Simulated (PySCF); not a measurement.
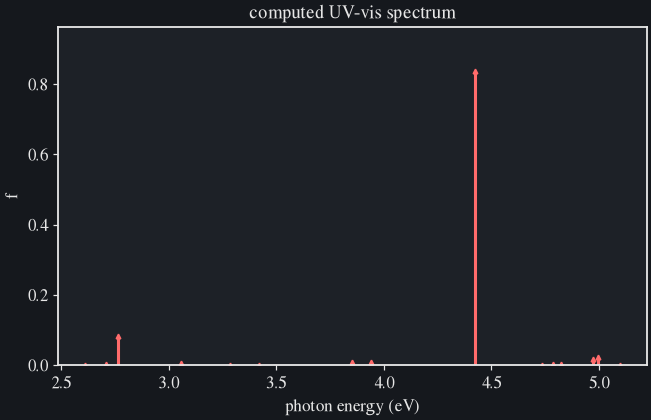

Computed absorption of C₁₄H₁₄Cl₂Ti (Ti(CH2Ph)2Cl2), SMILES [Cl][Ti]([Cl])([CH2]c1ccccc1)[CH2]c1ccccc1, singlet. Vertical TDDFT excitations, ωB97X-D/def2-SVPD with PySCF 2.14.0, at a PBE0-D3(BJ)/def2-SVP geometry (no frequency check), gas phase. The lowest 15 singlet states are shown.

Does any vertical transition fall in the visible?

4 singlet levels lie below 3.1 eV (beyond 400 nm), with f up to 0.083, so it absorbs visible or near-infrared light.

Where is the lowest singlet, and is it bright?

S1 lies at 2.61 eV (475 nm) with f = 0.000, mainly HOMO → LUMO (86 %); it is dark or nearly so.

List the transitions behind the spectrum.

| state | E (eV) | λ (nm) | f | main character |
| --- | --- | --- | --- | --- |
| S1 | 2.61 | 475 | 0.000 | HOMO → LUMO (86 %) |
| S2 | 2.71 | 458 | 0.002 | HOMO−1 → LUMO (79 %) |
| S3 | 2.76 | 449 | 0.083 | HOMO−1 → LUMO+1 (70 %) |
| S4 | 3.06 | 405 | 0.007 | HOMO → LUMO+1 (80 %) |
| S5 | 3.29 | 377 | 0.000 | HOMO → LUMO+2 (87 %) |
| S6 | 3.42 | 363 | 0.000 | HOMO−1 → LUMO+2 (77 %) |
| S7 | 3.85 | 322 | 0.009 | HOMO−1 → LUMO+4 (66 %) |
| S8 | 3.94 | 315 | 0.010 | HOMO → LUMO+4 (70 %) |
| S9 | 4.42 | 280 | 0.836 | HOMO → LUMO+3 (83 %) |
| S10 | 4.73 | 262 | 0.001 | HOMO−2 → LUMO+1 (34 %) |
| S11 | 4.79 | 259 | 0.004 | HOMO−2 → LUMO (65 %) |
| S12 | 4.82 | 257 | 0.003 | HOMO−2 → LUMO+3 (22 %) |
| S13 | 4.97 | 249 | 0.016 | HOMO−1 → LUMO+3 (59 %) |
| S14 | 4.99 | 248 | 0.022 | HOMO−3 → LUMO (51 %) |
| S15 | 5.10 | 243 | 0.000 | HOMO−5 → LUMO (87 %) |

Caveats: one conformer of a flexible molecule; core orbitals are frozen in the response.
